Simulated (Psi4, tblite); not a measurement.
Interaction energy of CO2 ··· C4H4S (SMILES O=C=O and c1ccsc1). Monomers: optimised at B3LYP-D3(BJ) (def2-TZVP), held rigid. Orientation: lowest of the rigid-body minima from ten starts at GFN2-xTB. R is the distance of the centres of mass, along which the second monomer moves.

Geometry at R = 3.27 Å (first 3 atoms: monomer A):
```
12

O     -1.1597     0.0005     0.0000
C      0.0000     0.0000     0.0000
O      1.1597    -0.0005     0.0000
C      0.0550    -1.5339    -2.8637
C      1.4744    -1.6156    -2.8214
C      2.0759    -0.4210    -3.0949
S      0.9185     0.8104    -3.4056
C     -0.3887    -0.2793    -3.1684
H     -0.6041    -2.3690    -2.6764
H      2.0214    -2.5200    -2.5981
H      3.1293    -0.1981    -3.1307
H     -1.4057     0.0626    -3.2659
```

GFN2-xTB (tblite); SAPT0/jun-cc-pVDZ, frozen core (Psi4).

Interaction energies in kcal/mol (negative: bound); R is the distance of the centres of mass, d the C2···C8 distance.

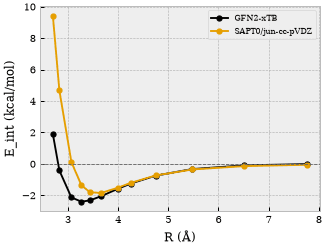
Interaction energy against separation.

```csv
R / Å,d / Å,GFN2-xTB,SAPT0/jun-cc-pVDZ
2.70,2.68,1.90,9.43
2.83,2.80,-0.42,4.67
3.07,3.02,-2.13,0.11
3.27,3.20,-2.40,-1.36
3.44,3.36,-2.32,-1.80
3.66,3.57,-2.06,-1.85
3.99,3.88,-1.59,-1.52
4.25,4.13,-1.25,-1.21
4.75,4.61,-0.75,-0.74
5.48,5.32,-0.33,-0.35
6.51,6.33,-0.09,-0.14
7.77,7.57,-0.01,-0.05
```

Lowest grid point: GFN2-xTB -2.40 kcal/mol at R = 3.27 Å; SAPT0/jun-cc-pVDZ -1.85 kcal/mol at R = 3.66 Å.
